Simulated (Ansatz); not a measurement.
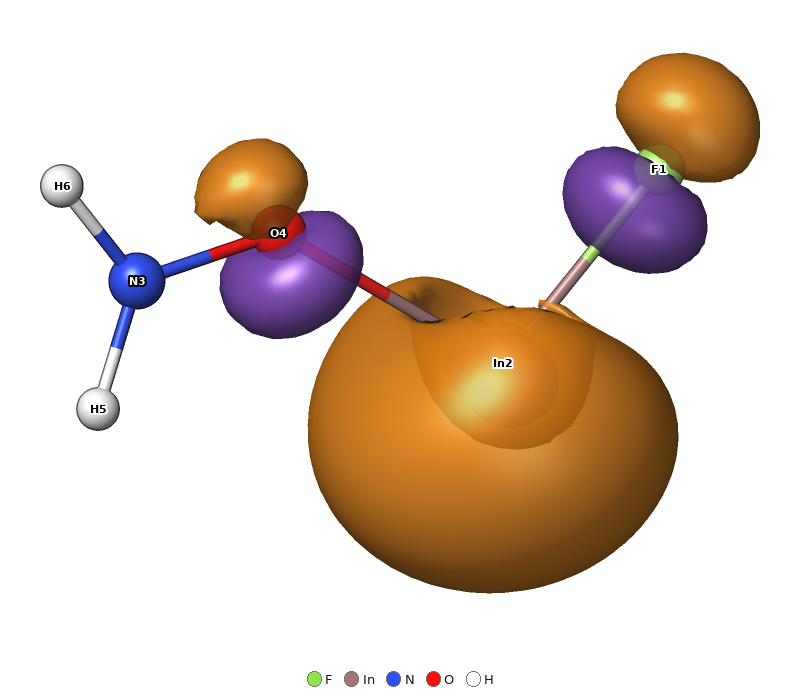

Figure. FH₂InNO (charge +1, triplet). The LUMO (β) at ±0.15 Å⁻³ᐟ² (orange and purple are the two phases), seen at a tilt.

Geometry: B3LYP-D3(BJ)/def2-SVP; core potentials replace the inner electrons of In.

Computed with Ansatz, isolated molecule in a Gaussian basis; Kohn-Sham density functional theory, functional PBE0.

```csv
atom,x (Å),y (Å),z (Å)
F,0.9048,-2.7155,1.1911
In,-0.5954,-1.4666,1.0545
N,0.0439,1.7961,0.9932
O,0.4179,0.5824,1.0584
H,-0.9460,2.0561,0.9167
H,0.7792,2.5132,1.0203
```

Question: Describe this orbital and give its energy.

Answer: It lies mainly on In2 (about 70 %), F1 (about 15 %) and O4 (about 10 %); it is symmetric in the molecular plane (an in-plane orbital: σ, lone-pair or in-plane π type). Its energy is −10.18 eV.
